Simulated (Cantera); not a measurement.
A closed system holds: 1 mol Si, 14 mol HBr, 0.28 mol N₂, at 0.0480 Torr.

These are equilibrium values from Cantera (NASA tables, ideal gas, pure condensed phases), not measurements of a reactor. Candidate condensed phases: Br₂, Si, Si₃N₄; 28 gas species. The tables' values for SiBr₃, SiBr are old estimates; treat these amounts as uncertain. Rates play no part.

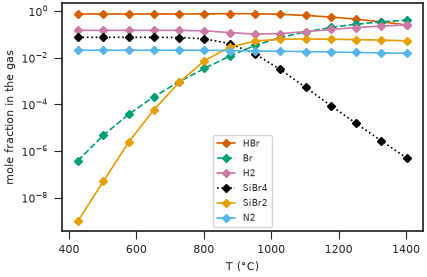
Figure. Equilibrium gas composition (values under 1e-9 drawn at 1e-9)

From 427 °C to 1402 °C nothing is condensed. The main Si-bearing gas is SiBr₄ at 427 °C and SiBr₂ at 1402 °C.
